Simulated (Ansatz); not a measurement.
**RPA/pcseg-1 (accuracy low, start density atoms) run of [CF2]+ (SMILES F[C+]F)**

Aim: the energy change on altering one bond length of [CF2]+ at RPA/pcseg-1 (accuracy low, start density atoms), from 2 runs. 

Program for the calculation: Ansatz 0.2.0.

9 further runs of the same task are left out: 3 for a known fault of the program, 6 set aside as unsound or not needed. Runs told in other sessions of the task aren't counted.

## 1. Starting point

[CF2]+: 3 atoms, total charge +1, spin state doublet. SMILES: `F[C+]F`. The shape is that of a PBE0-D4/def2-TZVP optimisation.

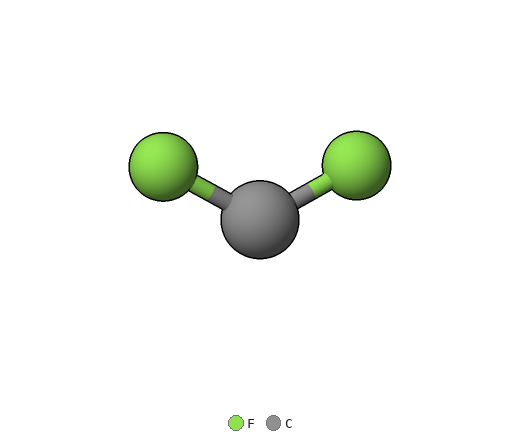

Viewed from a chosen angle; fluorine green, carbon grey.

## 2. The energy at RPA/pcseg-1 (accuracy low, start density atoms)

The input, in.yaml:

```yaml
crystal:
  periodic: [false, false, false]
  atoms:
    - symbol: F
      position_ang: [0.379110, 0.972980, 0.316190]
    - symbol: C
      position_ang: [0.275710, -0.221360, 0.127270]
    - symbol: F
      position_ang: [-0.654830, -0.751620, -0.443470]
basis:
  gaussian: {orbitals: pcseg-1.json}
total_charge: 1
magnetization: {spin_polarized: true, initial_magnetization: 1}
hamiltonian: {xc: hf}
correlation: {method: rpa, electrons: all}
accuracy: low
output: {orbitals: {seedname: orbitals}}
```

The basis set pcseg-1 is read from a file made from the Basis Set Exchange's data (not shown).

Launch:

```console
$ ansatz run in.yaml --threads 1 --pin off --max-ram 3480MiB --events-out events.jsonl --progress --plain --runs-dir runs
```

Output:

```text
Warning: RAYON_NUM_THREADS=1 ignored (pool sized by the plan → 1); use --threads N
Functional definition: HF
  name "HF"
  exchange = exact_x
  correlation = 0
406 factors; integrals over basis functions are off by at most 6.9e-4 eV
mean field evaluation 1: about -6422.9242 eV, gradient 3.7e1 eV
mean field evaluation 2: about -6423.0062 eV, gradient 3.6e1 eV
mean field evaluation 4: about -6427.4779 eV, gradient 2.7e0 eV
mean field evaluation 8: about -6427.5887 eV, gradient 4.1e-1 eV
mean field evaluation 16: about -6427.5917 eV, gradient 3.0e-6 eV
mean field -6427.59167682 eV, -236.2096373450 hartree, gradient 3.0e-6 eV, S^2 0.755485; 0 other end points of the search recorded, 0 dependent functions left out
reference -6427.59167682 eV, -236.2096373450 hartree; 12, 11 occupied and 30, 31 virtual orbitals, 406 factors
Total energy: -6440.93214717 eV, -236.6998905879 hartree
```

It took 0.28 s on 1 thread of Arm Neoverse V2, shared host.

## 3. The distorted shape at the same level

in.yaml: that of step 2 with these lines changed.

```diff
@@ -4,5 +4,5 @@
     - symbol: F
-      position_ang: [0.379110, 0.972980, 0.316190]
+      position_ang: [0.472195, 1.026024, 0.373283]
     - symbol: C
-      position_ang: [0.275710, -0.221360, 0.127270]
+      position_ang: [0.368795, -0.168316, 0.184363]
     - symbol: F
```

The basis set pcseg-1 is read from a file made from the Basis Set Exchange's data (not shown).

Launch:

```console
$ ansatz run in.yaml --threads 1 --pin off --max-ram 3480MiB --events-out events.jsonl --progress --plain --runs-dir runs
```

Output:

```text
Warning: RAYON_NUM_THREADS=1 ignored (pool sized by the plan → 1); use --threads N
[... 4 set-up lines as earlier in the session ...]
408 factors; integrals over basis functions are off by at most 1.0e-3 eV
mean field evaluation 1: about -6421.3836 eV, gradient 3.9e1 eV
mean field evaluation 2: about -6421.4568 eV, gradient 3.9e1 eV
mean field evaluation 4: about -6426.8759 eV, gradient 3.1e0 eV
mean field evaluation 8: about -6427.0360 eV, gradient 3.3e-1 eV
mean field evaluation 16: about -6427.0383 eV, gradient 2.6e-6 eV
mean field -6427.03828400 eV, -236.1893005339 hartree, gradient 2.6e-6 eV, S^2 0.757677; 0 other end points of the search recorded, 0 dependent functions left out
reference -6427.03828400 eV, -236.1893005339 hartree; 12, 11 occupied and 30, 31 virtual orbitals, 408 factors
Total energy: -6440.53022867 eV, -236.6851203554 hartree
```

Run time: 0.3 s. Hardware: 1 thread of Arm Neoverse V2, shared host.

## 4. Outcome

Level: RPA/pcseg-1 (accuracy low, start density atoms).

| quantity | value |
| --- | --- |
| first shape: total energy | -236.69989 Eh |
| first shape: HOMO energy (Hartree–Fock orbitals) (highest over α and β) | -24.88 eV |
| first shape: LUMO energy (Hartree–Fock orbitals) (lowest over α and β) | -8.11 eV |
| first shape: RPA correlation energy | -490.3 mEh |
| first shape: ⟨S²⟩ of the reference determinant | 0.755 |
| distorted shape: total energy | -236.68512 Eh |
| distorted shape: HOMO energy (Hartree–Fock orbitals) (highest over α and β) | -25.27 eV |
| distorted shape: LUMO energy (Hartree–Fock orbitals) (lowest over α and β) | -8.68 eV |
| distorted shape: RPA correlation energy | -495.8 mEh |
| distorted shape: ⟨S²⟩ of the reference determinant | 0.758 |
| energy change with the C2–F3 bond stretched from 1.214 to 1.335 Å | 0.402 eV |

**Reading.** With the C2–F3 bond stretched from 1.214 to 1.335 Å the energy rises by 0.40 eV (38.8 kJ/mol). The first shape isn't relaxed at this level, so the change isn't measured from a minimum. The accuracy setting (first shape) is loose, so the last digits carry no meaning. The accuracy setting (distorted shape) is loose, so the last digits carry no meaning.
